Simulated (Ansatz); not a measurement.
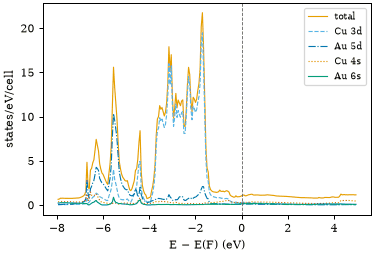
*Total and projected density of states of Cu3Au (Cu3Au type, Pm-3m), the program Ansatz at the PBEsol level (PAW)*

**Question.** Which orbitals carry the states next to the Fermi level?

**Answer.** Within 0.5 eV of the Fermi level: Cu 4s 29 %, Cu 3d 27 %, Au 6s 12 %, Au 5d 8 %, outside the projected shells 24 %. Projections are on Löwdin-orthogonalised atomic valence shells; empty p or d shells of many metals are not among them.

**Question.** Where is the tallest occupied peak in this window, and what makes it?

**Answer.** Near -1.7 eV, about 22 states/eV per cell; the largest projected share is Cu 3d.

The cell was relaxed with PBEsol under the symmetry of its start. No spin polarisation was allowed. Spin–orbit coupling is left out wherever it is not named.

Potentials: the later of the program's two PAW sets.
